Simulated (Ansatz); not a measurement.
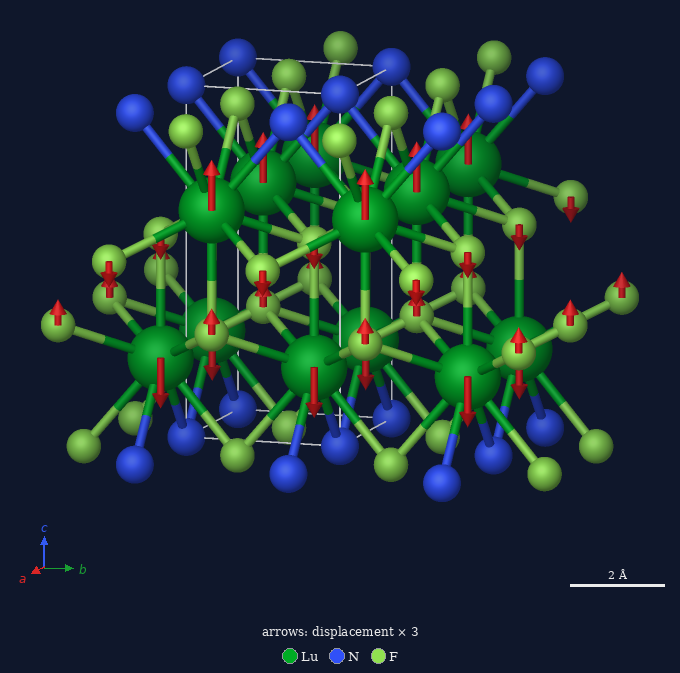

A relaxation of solid Lu$_{2}$NF$_{3}$ (a generated structure, set up in P-4m2) (coarse preliminary run). The starting structure is drawn; red arrows show the displacements (the part carried along by the change of the cell is left out), 3 times their true length.

A ball-and-stick model of the cell of the calculation, repeated 2 × 2 × 1 with one cell outlined, seen slightly off an axis.

The calculation used Ansatz, DFT PBE, scalar-relativistic, plane waves, PAW.

The input:
```yaml
crystal:
  lattice:
    - [3.45288443, 0.0, 0.0]
    - [0.0, 3.45288443, 0.0]
    - [0.0, 0.0, 7.62107425]
  atoms:
    - { symbol: Lu, position: [0.0, 0.5, 0.73650002] }
    - { symbol: Lu, position: [0.5, 0.0, 0.26349998] }
    - { symbol: "N", position: [0.0, 0.0, 0.0] }
    - { symbol: F, position: [0.5, 0.5, 0.0] }
    - { symbol: F, position: [0.0, 0.5, 0.38350001] }
    - { symbol: F, position: [0.5, 0.0, 0.61649999] }
basis:
  ecutwfc: 420
kpoints:
  mp_grid: { grid: [6, 6, 2] }
hamiltonian:
  xc: pbe
scf:
  occupations: { method: gaussian, width: 0.1 }
  lower_state_search: "off"
output:
  forces: true
  stress: true
  eigenvalues: true
relax:
  adjacent_minimum: "off"
  f_tol: 0.04
  max_steps: 70
  cell: { stress_tol: 0.4 }
```

Launched with:
```bash
ansatz run input.yaml --threads 1 --pin off --max-ram 2560MiB --backend cpu --events-out ev --progress --plain --runs-dir out
```

Question: Which element moves most?

Answer: Lutetium: up to 0.37 Å, against 0.19 Å for fluorine.

Question: What did the optimiser do to the structure, and how much energy did it gain?

Answer: The largest moves relative to the cell, 0.37 Å, are those of Lu1 and Lu2. Lu1 goes along +c. Largest moves by element: Lu 0.37 Å, F 0.19 Å. N stays in place. The volume changes by −7.0 %, with a = b 3.453 → 3.901 Å (+13.0 %), c 7.621 → 5.552 Å (−27.1 %). Some distances before and after: Lu1–Lu2 4.700 → 3.525 Å, Lu1–F5 2.690 → 2.138 Å, Lu1–Lu1 3.453 → 3.901 Å, Lu1–N3 2.648 → 2.238 Å. Among the angles between lasting bonds that change: Lu1–F4–Lu1 81.4° → 121.3°, Lu1–N3–Lu1 81.4° → 121.3°, Lu1–N3–Lu2 125.1° → 103.9°. The space group stays P-4m2 (No. 115). Over 12 accepted moves (15 points after the start) the energy falls by 7.630 eV per cell of the calculation. Largest force component: 4.5 eV/Å at the start, 0.015 eV/Å at the end. The pressure goes from −12.37 to 0.10 GPa. At 3 points the geometry stayed and the basis and grid were re-selected for the new cell (energy shift of 0.120 eV per cell of the calculation at most each time). The run took 3.5 min on 1 thread of Arm Neoverse V2 (shared host), peak memory 0.36 GiB.
